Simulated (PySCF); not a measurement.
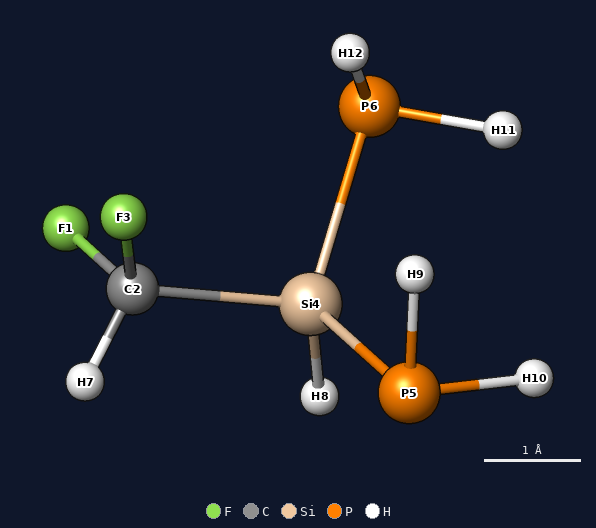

**Figure 1.** The structure (ball-and-stick view, seen at a tilt; atoms are numbered from 1 in the order of the input).

# CH$_{6}$F$_{2}$P$_{2}$Si: one change and its effect

System: CH$_{6}$F$_{2}$P$_{2}$Si, SMILES FC(F)[SiH](P)P.
Method of run 1: GIAO PBE0/6-31G* NMR shielding, non-relativistic, gas phase (PySCF 2.14.0).

The geometry comes from this level: PBE0-D3(BJ)/def2-SVP. Text and figures count atoms from 1; the logs count them from 0 in places.

### Input file, run 1
```
{"job": {"kind": "nmr", "xc": "PBE0", "basis": "6-31G*", "pop": true}, "charge": 0, "multiplicity": 1}
F      2.468019    -0.337861     0.988472
C      1.659902     0.553112     0.361129
F      1.136098     1.384106     1.306344
Si     0.216498    -0.362723    -0.531596
P     -1.106418     1.267802    -1.380471
P     -0.622591    -1.800667     0.999081
H      2.285942     1.167271    -0.313130
H      0.797280    -1.131441    -1.673363
H     -1.740955     1.525261    -0.127303
H     -2.109333     0.345293    -1.811650
H     -1.883182    -1.905920     0.332161
H     -1.058117    -0.731117     1.842147
```

The first line tells a small driver script what to run in PySCF; the rest is the geometry in Å.

Command:
```bash
OMP_NUM_THREADS=1 python <driver script> task.json out
```

Hardware: 1 CPU thread, shared host.

### Output (run 1)
```
coarse grid: 11856 points
cycle   1  E = -1212.8762131606  dE =  3.836e-01  |g| = 6.504e-01  |ddm| = 3.151e+00
cycle   2  E = -1212.8011636171  dE =  7.505e-02  |g| = 9.518e-01  |ddm| = 1.149e+00
cycle   3  E = -1212.9527581025  dE = -1.516e-01  |g| = 4.152e-02  |ddm| = 6.702e-01
cycle   4  E = -1212.9532027484  dE = -4.446e-04  |g| = 1.678e-02  |ddm| = 7.997e-02
cycle   5  E = -1212.9533003567  dE = -9.761e-05  |g| = 3.116e-03  |ddm| = 2.810e-02
cycle   6  E = -1212.9533026188  dE = -2.262e-06  |g| = 1.030e-03  |ddm| = 4.857e-03
final grid: 102432 points
cycle   7  E = -1212.9083439749  dE = -1.809e-05  |g| = 7.490e-03  |ddm| = 2.323e-02
cycle   8  E = -1212.9083360175  dE =  7.957e-06  |g| = 1.026e-02  |ddm| = 1.477e-02
cycle   9  E = -1212.9083567148  dE = -2.070e-05  |g| = 7.417e-04  |ddm| = 7.461e-03
cycle  10  E = -1212.9083568733  dE = -1.585e-07  |g| = 1.172e-04  |ddm| = 1.135e-03
cycle  11  E = -1212.9083568758  dE = -2.498e-09  |g| = 3.899e-05  |ddm| = 1.422e-04
cycle  12  E = -1212.9083568762  dE = -3.670e-10  |g| = 1.115e-05  |ddm| = 5.599e-05
converged SCF energy = -1212.9083568762

GIAO shielding tensors (ppm)
atom      isotropic    diamagn.    paramagn.     s11        s22        s33       span
  0 F      330.782     470.770    -139.988    214.277    333.070    444.998    230.721
  1 C       78.090     243.062    -164.972     57.765     82.745     93.761     35.996
  2 F      335.583     472.956    -137.373    217.265    330.058    459.426    242.161
  3 Si     407.478     881.678    -474.200    357.974    429.255    435.206     77.232
  4 P      584.859     966.988    -382.129    544.819    584.557    625.201     80.382
  5 P      593.845     966.739    -372.894    554.562    588.082    638.892     84.330
  6 H       25.526      26.690      -1.163     22.949     24.938     28.692      5.743
  7 H       27.202      29.026      -1.824     23.920     25.385     32.300      8.380
  8 H       30.015      30.631      -0.617     25.623     28.349     36.071     10.448
  9 H       30.198      30.140       0.058     25.960     27.462     37.172     11.212
 10 H       30.303      30.172       0.131     25.827     27.931     37.152     11.326
 11 H       29.876      30.444      -0.568     25.569     28.119     35.941     10.372
```

For run 2 the input was changed thus:
```diff
-"basis": "6-31G*"
+"basis": "def2-SVP"
```

Predict how the results change.

The total energy of run 2 is 262.9 kcal/mol higher, which measures the change of basis and not a stability. The LUMO goes from −0.31 to −0.21 eV. The dipole moment goes from 1.74 to 1.89 D. Of all shieldings, the largest change is that of P5, by +24.1 ppm. The number of SCF iterations is the same. The basis functions go from 108 to 126.

### Output (run 2)
```
coarse grid: 11856 points
cycle   1  E = -1212.2750158900  dE =  3.275e-01  |g| = 6.433e-01  |ddm| = 3.284e+00
cycle   2  E = -1212.2002766391  dE =  7.474e-02  |g| = 9.343e-01  |ddm| = 1.125e+00
cycle   3  E = -1212.3486530874  dE = -1.484e-01  |g| = 3.914e-02  |ddm| = 6.723e-01
cycle   4  E = -1212.3489882224  dE = -3.351e-04  |g| = 1.516e-02  |ddm| = 6.772e-02
cycle   5  E = -1212.3490688178  dE = -8.060e-05  |g| = 3.243e-03  |ddm| = 2.745e-02
cycle   6  E = -1212.3490716455  dE = -2.828e-06  |g| = 8.358e-04  |ddm| = 4.897e-03
final grid: 102432 points
cycle   7  E = -1212.4893232441  dE = -1.974e-05  |g| = 6.255e-03  |ddm| = 2.739e-02
cycle   8  E = -1212.4893176641  dE =  5.580e-06  |g| = 8.480e-03  |ddm| = 1.348e-02
cycle   9  E = -1212.4893321785  dE = -1.451e-05  |g| = 6.436e-04  |ddm| = 6.791e-03
cycle  10  E = -1212.4893322820  dE = -1.035e-07  |g| = 1.222e-04  |ddm| = 1.080e-03
cycle  11  E = -1212.4893322850  dE = -2.983e-09  |g| = 3.259e-05  |ddm| = 1.455e-04
cycle  12  E = -1212.4893322853  dE = -2.551e-10  |g| = 1.040e-05  |ddm| = 5.229e-05
converged SCF energy = -1212.4893322853

GIAO shielding tensors (ppm)
atom      isotropic    diamagn.    paramagn.     s11        s22        s33       span
  0 F      335.602     470.727    -135.125    227.305    325.046    454.456    227.151
  1 C       76.190     246.819    -170.629     54.613     80.271     93.686     39.074
  2 F      341.652     473.316    -131.664    227.444    324.087    473.425    245.981
  3 Si     417.635     882.889    -465.255    361.861    441.389    449.654     87.793
  4 P      608.976     965.402    -356.426    567.058    618.379    641.492     74.434
  5 P      616.944     965.121    -348.177    577.021    620.229    653.583     76.562
  6 H       25.493      28.423      -2.930     23.073     25.016     28.390      5.316
  7 H       26.728      29.473      -2.745     23.508     24.860     31.817      8.309
  8 H       29.642      30.528      -0.886     25.247     27.941     35.737     10.489
  9 H       29.770      29.848      -0.077     25.437     27.061     36.813     11.376
 10 H       29.940      30.004      -0.064     25.276     27.598     36.946     11.669
 11 H       29.492      30.418      -0.927     25.180     27.808     35.487     10.307
```

### The two runs side by side

```tsv
quantity	run 1	run 2
outcome	converged	converged
total energy (hartree)	−1212.908357	−1212.489332
HOMO (eV)	−7.20	−7.25
LUMO (eV)	−0.31	−0.21
dipole moment (D)	1.74	1.89
shielding of F1 (ppm)	330.8	335.6
shielding of C2 (ppm)	78.1	76.2
shielding of F3 (ppm)	335.6	341.7
shielding of Si4 (ppm)	407.5	417.6
shielding of P5 (ppm)	584.9	609.0
shielding of P6 (ppm)	593.8	616.9
shielding of H8 (ppm)	27.2	26.7
SCF iterations	12	12
basis functions	108	126
wall time (shared host)	11 s	12 s
```
